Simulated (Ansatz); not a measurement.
One crystal and one scan (energy against volume) at two levels, PBE (plane waves to 420 eV, PAW, scalar-relativistic; Ansatz, a first-principles code) and r2SCAN (plane waves to 500 eV, PAW, scalar-relativistic; Ansatz), each from its own relaxed cell and on its own mesh. The cell shown is that of PBE.

NiSi₂ (fluorite type, space group Fm-3m)

```
CELL_PARAMETERS angstrom
      0.00000     2.72225     2.72225
      2.72225     0.00000     2.72225
      2.72225     2.72225     0.00000
ATOMIC_POSITIONS crystal
  Ni 0.00000 0.00000 0.00000
  Si 0.25000 0.25000 0.25000
  Si 0.75000 0.75000 0.75000
```

This relaxed cell (volume V₀) is scaled evenly in all directions, its shape held. Symmetry pins the atoms to their sites.

The energy includes the smearing's −TS. NiSi2 is run without spin polarisation. NiSi2 was relaxed with its symmetry unable to fall. (r2SCAN) On this mesh the relaxed cell isn't quite at rest: it carries a pressure of -0.2 GPa (compression positive) at the zero of the scan. Percentages come from the unrounded values.

| quantity | PBE | r2SCAN | PBE − r2SCAN |
|---|---|---|---|
| Lattice constant a (Å) | 5.445 | 5.387 | +0.058 (+1.1 %) |
| Bulk modulus B₀ (third-order Birch-Murnaghan fit) (GPa) | 144.8 | 163.3 | -18.5 (-11 %) |
| Pressure derivative B₀′ (fit) | 4.7 | 4.9 | -0.2 (-3 %) |

PBE gives the higher value for: lattice constant a. PBE gives the lower value for: bulk modulus B₀. Neither level is exact: the differences show how much the result hangs on the functional.

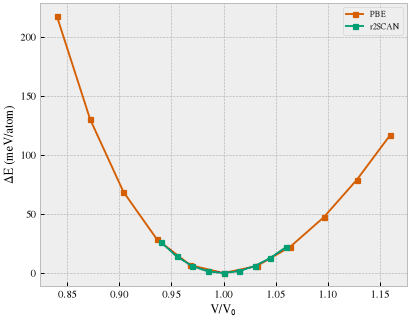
Fig. 1. ΔE, each from the relaxed starting cell of its own level.

(Under strain, the slope of the energy per volume gives the stress and its curvature an elastic modulus.)
